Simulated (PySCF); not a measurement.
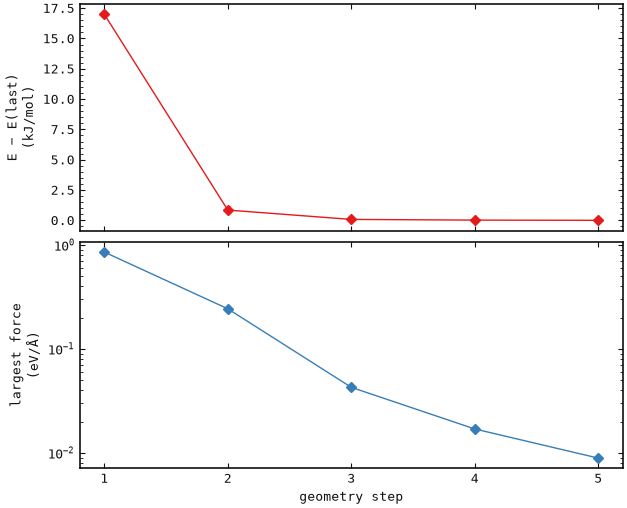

History of a geometry optimisation.

- system: C3H12GeSi (SMILES CC(C)[SiH2][GeH3])
- method: PySCF, PBE0-D3(BJ)/def2-SVP, geometry optimisation

How did it end, and what did it gain?

The optimisation met its thresholds at geometry 5, counting the start as the first. The energy fell by about 17 kJ/mol from the first step to the last. The largest force goes from about 0.85 eV/Å at the start to 9 × 10⁻³ eV/Å at the end.
